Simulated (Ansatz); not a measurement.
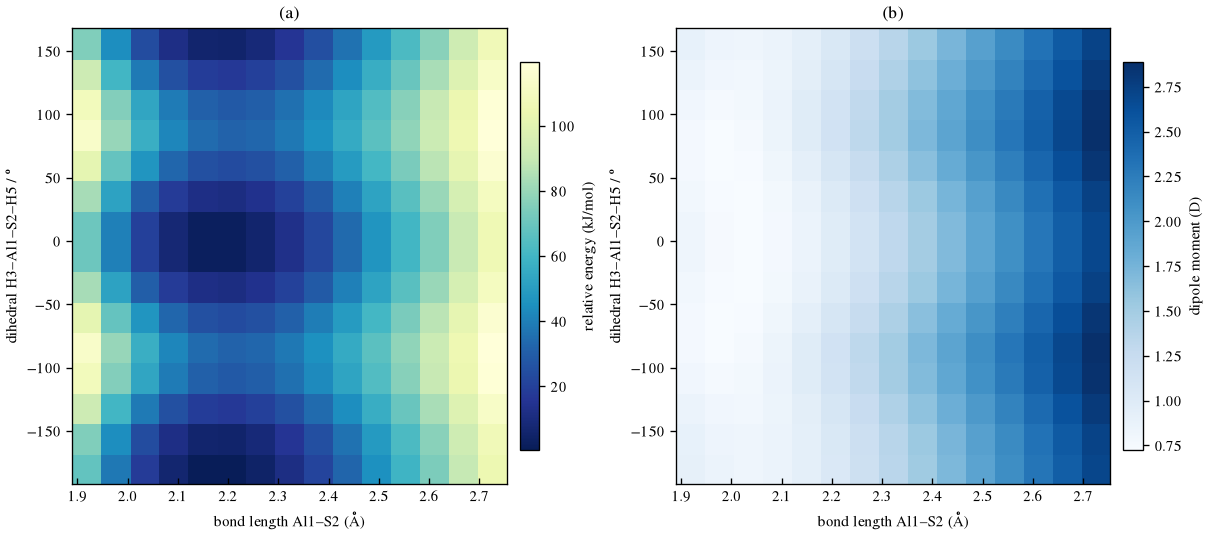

AlH₃S, SMILES [AlH2][SH]. The first coordinate is: bond length Al1–S2; the second: dihedral H3–Al1–S2–H5. Nothing is relaxed (all other coordinates rigid). Grid: 15 × 15 points; 120 points were computed and 105 follow by symmetry. All energies are given in kJ/mol relative to the relaxed molecule at the same level. All numbers below come from Ansatz 0.2.0, RKS PBE0-D4/def2-TZVP.

Panel (a) is the energy and panel (b) the computed dipole moment on the same grid.

In the figure: one coloured cell a grid point.

> How does the dipole moment vary over the map, and what is it at the lowest grid point?

Leaving out the highest fifth of the energies, it runs from 0.73 D at bond length Al1–S2 = 1.977 Å, dihedral H3–Al1–S2–H5 = −60° to 2.40 D at bond length Al1–S2 = 2.611 Å, dihedral H3–Al1–S2–H5 = −132°. At the lowest grid point, bond length Al1–S2 = 2.208 Å, dihedral H3–Al1–S2–H5 = −180°, it is 1.04 D.
